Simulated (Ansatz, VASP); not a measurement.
# GdGa3Cu: VASP beside Ansatz

One calculation is typed for both programs; each brings its own data sets and cutoff. How far apart do they land?

Method: plane waves, with VASP 6.6.1 beside it; single point at PBE, in Ansatz 0.2.0.

### 1. Starting point

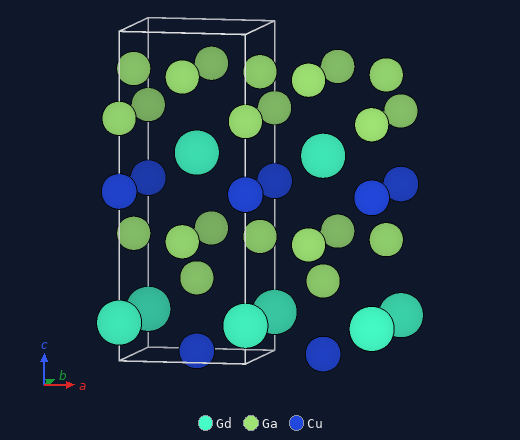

Start, viewed slightly off an axis; gadolinium teal, gallium green, copper blue. 2×1×1 cells are drawn. This picture shows the conventional cell, with its axes. Some periodic images of atoms are drawn too.

### 2. VASP: single point, PBE

With cell and atoms fixed, the geometry can't cause a difference; cores, projectors, grids and the points listed under the comparison can.

Lines of VASP's logs that name or quote its potential files are left out, and so is its time.

The input, INCAR:

```
SYSTEM = GdGa3Cu
PREC = Accurate
ENCUT = 450
EDIFF = 1E-06
NELM = 150
ISMEAR = -1
SIGMA = 0.05
LREAL = .FALSE.
ALGO = Normal
GGA = PE
NBANDS = 44
ISPIN = 2
MAGMOM = 7 0 0 0 0.6
LMAXMIX = 6
AMIX = 0.2
BMIX = 1E-04
AMIX_MAG = 0.8
BMIX_MAG = 1E-04
LORBIT = 11
LWAVE = .FALSE.
LCHARG = .FALSE.
KPAR = 2
ISIF = 2
```

The input, POSCAR:

```
GdGa3Cu
1.0
   -2.0595000000      2.0595000000      5.2663500000
    2.0595000000     -2.0595000000      5.2663500000
    2.0595000000      2.0595000000     -5.2663500000
Gd Ga Cu
1 3 1
Direct
    0.1160880000      0.1160880000      0.0000000000
    0.7359000000      0.7359000000      0.0000000000
    0.3662700000      0.8662700000      0.5000000000
    0.8662700000      0.3662700000      0.5000000000
    0.5141000000      0.5141000000      0.0000000000
```

The input, KPOINTS:

```
Automatic mesh
0
Gamma
9 9 9
0 0 0
```

Potentials, in the order of the species: Gd, Ga_d and Cu (PBE family, release 64).

On the command line:

```
$ mpirun -np 2 vasp_std
```

Numbers of over 12 decimals in the logs are rounded to 6 here.

The log of the run:

```text
[banner, memory and clock lines left out]
running    2 mpi-ranks, on    1 nodes
 distrk:  each k-point on    1 cores,    2 groups
 distr:  one band on    1 cores,    1 groups

 POSCAR found type information on POSCAR GdGaCu
 POSCAR found :  3 types and       5 ions
 LDA part: xc-table for (Slater+PW92), standard interpolation
 POSCAR, INCAR and KPOINTS ok, starting setup
 FFT: planning ... GRIDC
 FFT: planning ... GRID_SOFT
 FFT: planning ... GRID
 WAVECAR not read
 entering main loop
       N       E                     dE             d eps       ncg     rms          rms(c)
DAV:   1     0.496711092569E+03    0.49671E+03   -0.25652E+04 18212   0.560E+03
DAV:   2     0.893091914911E+02   -0.40740E+03   -0.37850E+03 16844   0.695E+02
DAV:   3    -0.124777758044E+02   -0.10179E+03   -0.94639E+02 16032   0.222E+02
DAV:   4    -0.243973625645E+02   -0.11920E+02   -0.11731E+02 23636   0.767E+01
DAV:   5    -0.257608075048E+02   -0.13634E+01   -0.13558E+01 24520   0.213E+01    0.424E+01
DAV:   6    -0.267264549411E+02   -0.96565E+00   -0.31742E+01 23040   0.785E+01    0.311E+01
DAV:   7    -0.262632375271E+02    0.46322E+00   -0.41766E+00 20480   0.370E+01    0.325E+01
DAV:   8    -0.263284503394E+02   -0.65213E-01   -0.86902E-01 23504   0.527E+00    0.262E+01
DAV:   9    -0.263086077757E+02    0.19843E-01   -0.30004E-01 21280   0.919E+00    0.159E+01
DAV:  10    -0.262960330225E+02    0.12575E-01   -0.21557E-01 20080   0.713E+00    0.844E+00
DAV:  11    -0.262926388986E+02    0.33941E-02   -0.53180E-02 20704   0.473E+00    0.305E+00
DAV:  12    -0.262880776883E+02    0.45612E-02   -0.29271E-02 22120   0.298E+00    0.235E+00
DAV:  13    -0.262882921312E+02   -0.21444E-03   -0.60723E-03 21384   0.638E-01    0.178E+00
DAV:  14    -0.262882332921E+02    0.58839E-04   -0.63258E-04 23448   0.184E-01    0.186E+00
DAV:  15    -0.262881983225E+02    0.34970E-04   -0.51691E-05 21800   0.111E-01    0.168E+00
DAV:  16    -0.262882200201E+02   -0.21698E-04   -0.41837E-05 21272   0.166E-01    0.129E+00
DAV:  17    -0.262879408435E+02    0.27918E-03   -0.55001E-04 21720   0.468E-01    0.605E-01
DAV:  18    -0.262878763135E+02    0.64530E-04   -0.36324E-04 21288   0.367E-01    0.468E-01
DAV:  19    -0.262878729073E+02    0.34063E-05   -0.94871E-05 20824   0.104E-01    0.262E-01
DAV:  20    -0.262878696514E+02    0.32558E-05   -0.16092E-05 21384   0.794E-02    0.394E-02
DAV:  21    -0.262878703977E+02   -0.74626E-06   -0.13513E-05 16392   0.446E-02    0.723E-02
DAV:  22    -0.262878690802E+02    0.13175E-05   -0.26287E-06 12232   0.557E-02    0.909E-03
DAV:  23    -0.262878688119E+02    0.26826E-06   -0.12658E-06  9260   0.191E-02
   1 F= -.26287869E+02 E0= -.26279492E+02  d E =-.167530E-01  mag=     7.0260
```

Parts of OUTCAR (step 2):

```text
ion  position               nearest neighbor table
   1  0.116  0.116  0.000-   5 3.10   5 3.10   5 3.10   5 3.10   2 3.17   2 3.17   2 3.17   2 3.17

  LATTYP: Found a body centered tetragonal cell.
 ALAT       =     4.1190000000
 C/A-ratio  =     2.5571012382

 Subroutine GETGRP returns: Found  8 space group operations
 (whereof  8 operations were pure point group operations)

The static configuration has the point symmetry C_4v.

 Found     75 irreducible k-points:

   k-points           NKPTS =     75   k-points in BZ     NKDIM =     75   number of bands    NBANDS=     44

   dimension x,y,z NGX =    42 NGY =   42 NGZ =   42
   dimension x,y,z NGXF=    84 NGYF=   84 NGZF=   84

   ENCUT  =  450.0 eV  33.07 Ry    5.75 a.u.  10.41 10.41 10.41*2*pi/ulx,y,z

   NELECT =      68.0000    total number of electrons

 k-points in reciprocal lattice and weights: Automatic mesh
   0.00000000  0.00000000  0.00000000       0.001
   0.11111111 -0.00000000  0.00000000       0.011
   0.22222222 -0.00000000  0.00000000       0.011
   0.33333333  0.00000000  0.00000000       0.011
   0.44444444 -0.00000000  0.00000000       0.011
   0.11111111  0.11111111  0.00000000       0.011
   0.22222222  0.11111111  0.00000000       0.022
   0.33333333  0.11111111  0.00000000       0.022
   0.44444444  0.11111111  0.00000000       0.022
[...]
-0.44444444  0.44444444  0.44444444       0.005
  -0.44444444 -0.44444444  0.44444444       0.003

 average (electrostatic) potential at core
       1 -39.8984       2 -64.4870       3 -64.4972       4 -64.4972       5 -65.7668

 E-fermi :   5.9563

 spin component 1
 k-point     1 :       0.0000    0.0000    0.0000
  band No.  band energies     occupation
    ...
     33       2.7493      1.00000
     34       2.9867      1.00000
     35       4.1981      1.00000
     36       4.1981      1.00000
     37       4.4266      1.00000
     38       6.1026      0.05090
     39       7.9662      0.00000
     40       8.2087      0.00000
     41       8.2087      0.00000
     42       8.9288      0.00000
    ...

 k-point     2 :       0.1111   -0.0000    0.0000
  band No.  band energies     occupation
    ...
     33       2.7566      1.00000
     34       2.9929      1.00000
     35       3.6158      1.00000
     36       4.2947      1.00000
     37       5.2709      1.00000
     38       5.9828      0.37055
     39       7.4847      0.00000
     40       7.7890      0.00000
     41       8.2177      0.00000
     42       9.5049      0.00000
    ...

 k-point     3 :       0.2222   -0.0000    0.0000
  band No.  band energies     occupation
    ...
     33       2.7609      1.00000
     34       2.9657      1.00000
     35       3.7221      1.00000
     36       4.5570      1.00000
     37       5.0217      1.00000
     38       6.1750      0.01244
     39       6.7520      0.00000
     40       8.1740      0.00000
     41       8.3365      0.00000
     42       9.3419      0.00000
    ...

 k-point     4 :       0.3333    0.0000    0.0000
  band No.  band energies     occupation
    ...
     33       2.7388      1.00000
     34       2.9269      1.00000
     35       3.6565      1.00000
     36       4.8317      1.00000
     37       5.0195      1.00000
     38       6.3822      0.00020
     39       6.4699      0.00003
     40       8.1620      0.00000
     41       8.7804      0.00000
     42       8.8500      0.00000
    ...

 k-point     5 :       0.4444   -0.0000    0.0000
  band No.  band energies     occupation
    ...
     33       2.7071      1.00000
     34       2.8918      1.00000
     35       3.2177      1.00000
     36       4.9051      1.00000
     37       5.8042      0.95445
     38       6.5651      0.00001
     39       6.8409      0.00000
     40       7.6336      0.00000
     41       7.8111      0.00000
     42       8.7337      0.00000
    ...

 k-point     6 :       0.1111    0.1111    0.0000
  band No.  band energies     occupation
    ...
     33       2.7591      1.00000
     34       3.1744      1.00000
     35       3.3619      1.00000
     36       4.2097      1.00000
     37       5.5052      0.99988
     38       6.4488      0.00005
     39       6.6949      0.00000
     40       7.8964      0.00000
     41       8.4712      0.00000
     42       9.5447      0.00000
    ...

  Total        1.4972064      1.4972064      2.1736870      0.0000000      0.0000000      0.0000000
  in kB       26.8471969     26.8471969     38.9775276      0.0000000      0.0000000      0.0000000
  external PRESSURE =      30.8906404 kB  Pullay stress =       0.0000000 kB

  energy-cutoff  :      450.00
  volume of cell :       89.35
      direct lattice vectors                 reciprocal lattice vectors
    -2.059500000  2.059500000  5.266350000     0.000000000  0.242777373  0.094942417
     2.059500000 -2.059500000  5.266350000     0.242777373  0.000000000  0.094942417
     2.059500000  2.059500000 -5.266350000     0.242777373  0.242777373  0.000000000

 POSITION                                       TOTAL-FORCE (eV/Angst)
 -----------------------------------------------------------------------------------
      0.00000      0.00000      1.22272        -0.000000     -0.000000     -0.090321
      0.00000      0.00000      7.75101         0.000000      0.000000     -1.391806
      2.05950      0.00000      3.85781         0.000000      0.000000      1.193985
      0.00000      2.05950      3.85781        -0.000000     -0.000000      1.193985
      0.00000      0.00000      5.41486        -0.000000     -0.000000     -0.905843
 -----------------------------------------------------------------------------------
    total drift:                                0.000002      0.000002      0.000381

  FREE ENERGIE OF THE ION-ELECTRON SYSTEM (eV)
  ---------------------------------------------------
  free  energy   TOTEN  =       -26.2878688119 eV

  energy  without entropy=      -26.2711158106  energy(sigma->0) =      -26.27949231

 total charge
# of ion       s       p       d       f       tot
--------------------------------------------------
    1        2.022   5.598   0.520   7.034  15.174
    2        0.924   0.951   9.982   0.000  11.857
    3        0.906   0.813   9.971   0.000  11.691
    4        0.906   0.813   9.971   0.000  11.691
    5        0.480   0.408   9.142   0.000  10.030
--------------------------------------------------
tot          5.238   8.585  39.585   7.034  60.442

 magnetization (x)
# of ion       s       p       d       f       tot
--------------------------------------------------
    1       -0.006  -0.082   0.101   6.772   6.785
    2       -0.008  -0.015   0.002   0.000  -0.021
    3       -0.009  -0.010   0.001   0.000  -0.018
    4       -0.009  -0.010   0.001   0.000  -0.018
    5       -0.006  -0.004   0.011   0.000   0.001
--------------------------------------------------
tot         -0.037  -0.121   0.116   6.772   6.729

[... 6 further parts left out ...]
```

The run ends at a pressure of 3.09 GPa, with forces up to 1.4 eV/Å.

[end of part 1 of 2]

[Lines on the potential files, build, host, timing and source positions are cut from VASP's logs without a mark.]

[Logs are printed without paths, hosts, clocks, repeated set-up lines and the standing remarks that a program may print on its own settings, such as how far it seeks lower states.]

[Hosts, paths, dates, database ids (printed as entryN), source tags and the programs' standing remarks are cut or masked in the printed files.]
